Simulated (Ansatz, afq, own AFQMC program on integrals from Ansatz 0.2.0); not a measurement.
# NH₃+ (doublet): quantum Monte Carlo beside coupled cluster, cc-pVDZ

How near does AFQMC come to the top of the ladder for NH₃+ (doublet)?

Method: cc-pVDZ, frozen cores; program: Ansatz 0.2.0, Gaussian basis, and an in-house AFQMC program (afq) on its integrals; all values are calculated.

To be run: PBE (unrestricted); r2SCAN (unrestricted); PBE0 (unrestricted); B3LYP (unrestricted); wB97M-V (unrestricted); B2PLYP (unrestricted); CCSD(T) on UHF; CCSDT(Q) on UHF; Phaseless AFQMC, CISD trial on UHF; Phaseless AFQMC, single-determinant trial on UHF; Free-projection AFQMC, CISD trial on UHF; Phaseless AFQMC, CISD trial on UHF; Free-projection AFQMC, first-order trial on UHF.

**1. The system**

The geometry is a PBE0/def2-TZVP stationary point (not a proven minimum).

4 atoms, charge 1, spin multiplicity 2.

Atoms are counted from 1 here; the program's logs count them from 0.

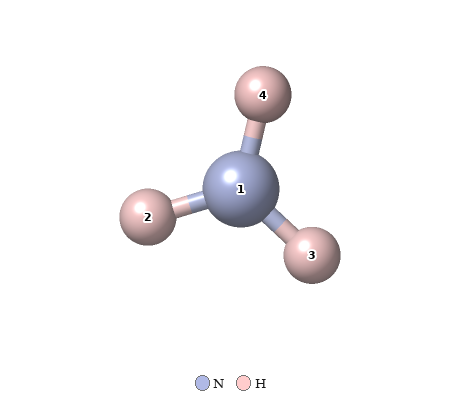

The structure; nitrogen light blue, hydrogen pink; atoms are numbered from 1 in the order of the file.

**2. PBE (unrestricted)**

File in.yaml:

```yaml
crystal:
  periodic: [false, false, false]
  atoms:
    - {symbol: N, position_ang: [0.000000, 0.000000, 0.000000]}
    - {symbol: H, position_ang: [1.024021, 0.013755, -0.000070]}
    - {symbol: H, position_ang: [-0.523923, 0.879946, -0.002762]}
    - {symbol: H, position_ang: [-0.500098, -0.893701, 0.002832]}
basis:
  gaussian: {orbitals: cc-pVDZ}
total_charge: 1
magnetization: {spin_polarized: true, initial_magnetization: 1}
hamiltonian: {xc: {name: PBE}}
output: {orbitals: {seedname: orbitals}}
```

On the command line:

```bash
> ansatz run in.yaml --threads 1 --pin off --events-out ev --progress --plain --max-ram 1843MiB
```

The log of the run:

```text
Functional definition: PBE
  name "PBE"
  cite "Perdew, Burke & Ernzerhof, Phys. Rev. Lett. 77, 3865 (1996) doi:10.1103/PhysRevLett.77.3865"
  parent pbe
  parameter kappa = 0.804
  parameter beta = 0.06672455060314922
  exchange = pbe_x(kappa = kappa, mu = beta*pi^2/3)
  correlation = pbe_c(beta = beta)
372 factors; their error is unknown
mean field evaluation 1: about -1518.3389 eV, gradient 4.6e1 eV
mean field evaluation 2: about -1513.3942 eV, gradient 5.5e1 eV
mean field evaluation 4: about -1526.9452 eV, gradient 9.5e-2 eV
mean field evaluation 8: about -1526.9342 eV, gradient 4.0e-3 eV
mean field -1526.93423636 eV, -56.1137981932 hartree, gradient 2.2e-5 eV, S^2 0.753154; 0 other end points of the search recorded, 0 dependent functions left out
reference -1526.93425256 eV, -56.1137987884 hartree; 5, 4 occupied and 24, 25 virtual orbitals, 372 factors
Total energy: -1526.93425256 eV, -56.1137987884 hartree
```

It took 0.15 s on 1 thread of AMD EPYC 9R45 (Zen 5), shared host.

From the report: ⟨S²⟩ of the determinant 0.753 (pure doublet: 0.75).

**3. r2SCAN (unrestricted)**

in.yaml: that of step 2 with these lines changed.

```diff
@@ -11,3 +11,2 @@
 magnetization: {spin_polarized: true, initial_magnetization: 1}
-hamiltonian: {xc: {name: PBE}}
-output: {orbitals: {seedname: orbitals}}
+hamiltonian: {xc: {name: r2SCAN}}
```

Same command.

The log of the run:

```text
Functional definition: r2SCAN
  name "r2SCAN"
  cite "Furness, Kaplan, Ning, Perdew & Sun, J. Phys. Chem. Lett. 11, 8208 (2020) doi:10.1021/acs.jpclett.0c02405"
  cite "Furness, Kaplan, Ning, Perdew & Sun, J. Phys. Chem. Lett. 11, 9248 (2020) doi:10.1021/acs.jpclett.0c03077"
  parent r2scan
  parameter k0 = 0.174
  parameter k1 = 0.065
  parameter a1 = 4.9479
  exchange = r2scan_x(k0 = k0, k1 = k1, a1 = a1)
  correlation = r2scan_c
372 factors; their error is unknown
mean field evaluation 1: about -1521.2097 eV, gradient 4.2e1 eV
mean field evaluation 2: about -1520.1772 eV, gradient 4.3e1 eV
mean field evaluation 4: about -1528.2135 eV, gradient 1.5e-1 eV
mean field evaluation 8: about -1528.2034 eV, gradient 1.4e-2 eV
mean field -1528.20341247 eV, -56.1604395546 hartree, gradient 4.8e-5 eV, S^2 0.755198; 0 other end points of the search recorded, 0 dependent functions left out
reference -1528.20341740 eV, -56.1604397360 hartree; 5, 4 occupied and 24, 25 virtual orbitals, 372 factors
Total energy: -1528.20341740 eV, -56.1604397360 hartree
```

Run time: 0.33 s. Hardware: 1 thread of AMD EPYC 9R45 (Zen 5), shared host.

From the report: ⟨S²⟩ of the determinant 0.755 (pure doublet: 0.75).

**4. PBE0 (unrestricted)**

in.yaml: that of step 3 with these lines changed.

```diff
@@ -11,2 +11,3 @@
 magnetization: {spin_polarized: true, initial_magnetization: 1}
-hamiltonian: {xc: {name: r2SCAN}}
+hamiltonian: {xc: {name: PBE0}}
+output: {orbitals: {seedname: orbitals}}
```

Launched as before.

The log of the run:

```text
Functional definition: PBE0
  name "PBE0"
  cite "Adamo & Barone, J. Chem. Phys. 110, 6158 (1999) doi:10.1063/1.478522"
  cite "Perdew, Burke & Ernzerhof, Phys. Rev. Lett. 77, 3865 (1996) doi:10.1103/PhysRevLett.77.3865"
  parent pbe
  parameter a = 0.25
  parameter kappa = 0.804
  parameter beta = 0.06672455060314922
  exchange = (1 - a)*pbe_x(kappa = kappa, mu = beta*pi^2/3) + a*exact_x
  correlation = pbe_c(beta = beta)
265 factors; integrals over basis functions are off by at most 1.5e-3 eV
mean field evaluation 1: about -1521.5099 eV, gradient 3.8e1 eV
mean field evaluation 2: about -1522.1797 eV, gradient 3.5e1 eV
mean field evaluation 4: about -1527.2524 eV, gradient 1.3e-1 eV
mean field evaluation 8: about -1527.2494 eV, gradient 2.1e-4 eV
mean field -1527.24941933 eV, -56.1253809536 hartree, gradient 2.5e-5 eV, S^2 0.754056; 0 other end points of the search recorded, 0 dependent functions left out
reference -1527.24943062 eV, -56.1253813684 hartree; 5, 4 occupied and 24, 25 virtual orbitals, 265 factors
Total energy: -1527.24943062 eV, -56.1253813684 hartree
```

It took 0.18 s on 1 thread of AMD EPYC 9R45 (Zen 5), shared host.

From the report: ⟨S²⟩ of the determinant 0.754 (pure doublet: 0.75).

**5. B3LYP (unrestricted)**

in.yaml: that of step 4 with these lines changed.

```diff
@@ -11,3 +11,2 @@
 magnetization: {spin_polarized: true, initial_magnetization: 1}
-hamiltonian: {xc: {name: PBE0}}
-output: {orbitals: {seedname: orbitals}}
+hamiltonian: {xc: {name: B3LYP}}
```

Launched as before.

The log of the run (excerpt; [...] marks lines left out):

```text
Functional definition: B3LYP
  name "B3LYP"
  cite "Stephens, Devlin, Chabalowski & Frisch, J. Phys. Chem. 98, 11623 (1994) doi:10.1021/j100096a001"
  cite "Becke, Phys. Rev. A 38, 3098 (1988) doi:10.1103/PhysRevA.38.3098"
  cite "Lee, Yang & Parr, Phys. Rev. B 37, 785 (1988) doi:10.1103/PhysRevB.37.785"
  cite "Vosko, Wilk & Nusair, Can. J. Phys. 58, 1200 (1980) doi:10.1139/p80-159"
[...]
265 factors; integrals over basis functions are off by at most 1.5e-3 eV
[...]
mean field -1529.00346219 eV, -56.1898408398 hartree, gradient 3.1e-5 eV, S^2 0.753497; 0 other end points of the search recorded, 0 dependent functions left out
reference -1529.00357611 eV, -56.1898450261 hartree; 5, 4 occupied and 24, 25 virtual orbitals, 265 factors
Total energy: -1529.00357611 eV, -56.1898450261 hartree
```

Run time: 0.18 s. Hardware: 1 thread of AMD EPYC 9R45 (Zen 5), shared host.

From the report: ⟨S²⟩ of the determinant 0.753 (pure doublet: 0.75).

**6. wB97M-V (unrestricted)**

in.yaml: that of step 5 with these lines changed.

```diff
@@ -11,2 +11,3 @@
 magnetization: {spin_polarized: true, initial_magnetization: 1}
-hamiltonian: {xc: {name: B3LYP}}
+hamiltonian: {xc: {name: wB97M-V}}
+output: {orbitals: {seedname: orbitals}}
```

The command is unchanged.

The log of the run (excerpt; [...] marks lines left out):

```text
Functional definition: wB97M-V
  name "wB97M-V"
  cite "Mardirossian & Head-Gordon, J. Chem. Phys. 144, 214110 (2016) doi:10.1063/1.4952647"
  cite "Becke, J. Chem. Phys. 107, 8554 (1997) doi:10.1063/1.475007"
  cite "Vydrov & Van Voorhis, J. Chem. Phys. 133, 244103 (2010) doi:10.1063/1.3521275"
  # Of w^i u^j: cxij and so on, Table III.
[...]
  gx(w, u) = 1 - cx + cx01*u + cx10*w
  gss(w, u) = css00 + css04*u^4 + css10*w + css20*w^2 + css43*w^4*u^3
  gos(w, u) = cos00 + cos10*w + (cos20 + cos21*u)*w^2 + (cos60 + cos61*u)*w^6
[...]
      + integral(e_c_pw_mod_opposite_spin*gos(b97_w_opposite, b97_u_opposite)) + vv10(b, c)
265 factors; integrals over basis functions are off by at most 1.5e-3 eV
90 factors; integrals over basis functions are off by at most 1.8e-6 eV
[...]
mean field -1528.05628090 eV, -56.1550325695 hartree, gradient 3.8e-5 eV, S^2 0.753780; 0 other end points of the search recorded, 0 dependent functions left out
reference -1528.05630039 eV, -56.1550332855 hartree; 5, 4 occupied and 24, 25 virtual orbitals, 265 factors
Total energy: -1528.05630039 eV, -56.1550332855 hartree
```

Run time: 0.48 s. Hardware: 1 thread of AMD EPYC 9R45 (Zen 5), shared host.

From the report: ⟨S²⟩ of the determinant 0.754 (pure doublet: 0.75).

**7. B2PLYP (unrestricted)**

in.yaml: that of step 6 with these lines changed.

```diff
@@ -11,3 +11,3 @@
 magnetization: {spin_polarized: true, initial_magnetization: 1}
-hamiltonian: {xc: {name: wB97M-V}}
-output: {orbitals: {seedname: orbitals}}
+hamiltonian: {xc: {name: B2PLYP}}
+correlation: {electrons: outside_noble_gas}
```

The command is unchanged.

The log of the run (excerpt; [...] marks lines left out):

```text
Functional definition: B2PLYP
  name "B2PLYP"
  cite "Grimme, J. Chem. Phys. 124, 034108 (2006) doi:10.1063/1.2148954"
  cite "Becke, Phys. Rev. A 38, 3098 (1988) doi:10.1103/PhysRevA.38.3098"
  cite "Lee, Yang & Parr, Phys. Rev. B 37, 785 (1988) doi:10.1103/PhysRevB.37.785"
[...]
265 factors; integrals over basis functions are off by at most 1.5e-3 eV
[...]
mean field -1526.20310354 eV, -56.0869295575 hartree, gradient 5.8e-6 eV, S^2 0.755541; 0 other end points of the search recorded, 0 dependent functions left out
1 core orbitals not correlated: weight in the atoms' cores, before any rotation towards them, 1.000 or more for the frozen orbitals, at most 0.000 for the correlated occupied ones
reference -1526.20317240 eV, -56.0869320879 hartree; 4, 3 occupied and 24, 25 virtual orbitals, 265 factors
second order -4.61770784 eV of doubles, -0.00000000 eV of singles
Total energy: -1527.44995351 eV, -56.1327504489 hartree
```

It took 0.21 s on 1 thread of AMD EPYC 9R45 (Zen 5), shared host.

From the report: ⟨S²⟩ of the determinant 0.756 (pure doublet: 0.75).

**8. CCSD(T) on UHF**

in.yaml: that of step 7 with these lines changed.

```diff
@@ -11,3 +11,2 @@
 magnetization: {spin_polarized: true, initial_magnetization: 1}
-hamiltonian: {xc: {name: B2PLYP}}
-correlation: {electrons: outside_noble_gas}
+correlation: {method: ccsd_t, electrons: outside_noble_gas, hamiltonian_folder: ham}
```

The command is unchanged.

The log of the run (excerpt; [...] marks lines left out):

```text
Functional definition: HF
  name "HF"
  cite "Fock, Z. Phys. 61, 126 (1930) doi:10.1007/BF01340294"
  parent pbe
[...]
265 factors; integrals over basis functions are off by at most 1.5e-3 eV
[...]
mean field -1520.71583020 eV, -55.8852759815 hartree, gradient 6.4e-6 eV, S^2 0.760587; 1 other end points of the search recorded, 0 dependent functions left out
1 core orbitals not correlated: weight in the atoms' cores, before any rotation towards them, 1.000 or more for the frozen orbitals, at most 0.000 for the correlated occupied ones
reference -1520.71583020 eV, -55.8852759815 hartree; 4, 3 occupied and 24, 25 virtual orbitals, 265 factors
second order -3.85576310 eV of doubles, -0.00000000 eV of singles
cycle   1  -4.27306954 eV  change   -4.2e-1 eV  update   3.5e-2
[...]
cycle   8  -4.42170899 eV  change    6.9e-7 eV  update   4.7e-6
perturbative correction -0.06622153 eV, -0.0024335965 hartree
Total energy: -1525.20376072 eV, -56.0502043861 hartree
```

Wall time 0.21 s (1 thread of AMD EPYC 9R45 (Zen 5), shared host).

From the report: ⟨S²⟩ of the determinant 0.761 (pure doublet: 0.75); correlation -4.4879 eV; T1 0.007; largest double amplitude 0.04.

This run also writes the integrals to the folder ham.

**9. CCSDT(Q) on UHF**

in.yaml: that of step 8 with these lines changed.

```diff
@@ -11,2 +11,2 @@
 magnetization: {spin_polarized: true, initial_magnetization: 1}
-correlation: {method: ccsd_t, electrons: outside_noble_gas, hamiltonian_folder: ham}
+correlation: {method: ccsdt_q, electrons: outside_noble_gas}
```

Same command.

The log of the run (excerpt; [...] marks lines left out):

```text
Functional definition: HF
  name "HF"
  cite "Fock, Z. Phys. 61, 126 (1930) doi:10.1007/BF01340294"
  parent pbe
[...]
520 factors; integrals over basis functions are off by at most 1.4e-7 eV
[...]
mean field -1520.71582555 eV, -55.8852758108 hartree, gradient 6.4e-6 eV, S^2 0.760587; 1 other end points of the search recorded, 0 dependent functions left out
1 core orbitals not correlated: weight in the atoms' cores, before any rotation towards them, 1.000 or more for the frozen orbitals, at most 0.000 for the correlated occupied ones
reference -1520.71582555 eV, -55.8852758108 hartree; 4, 3 occupied and 24, 25 virtual orbitals, 520 factors
second order -3.85577026 eV of doubles, -0.00000000 eV of singles
cycle   1  -4.27305441 eV  change   -4.2e-1 eV  update   3.9e-2
[...]
cycle  12  -4.49653372 eV  change    2.8e-7 eV  update   1.6e-7
perturbative correction -0.00452436 eV, -0.0001662672 hartree
Total energy: -1525.21688363 eV, -56.0506866444 hartree
```

Wall time 1.7 s (1 thread of AMD EPYC 9R45 (Zen 5), shared host).

From the report: ⟨S²⟩ of the determinant 0.761 (pure doublet: 0.75); correlation -4.5011 eV; T1 0.007; largest double amplitude 0.04.

[end of part 1 of 2]
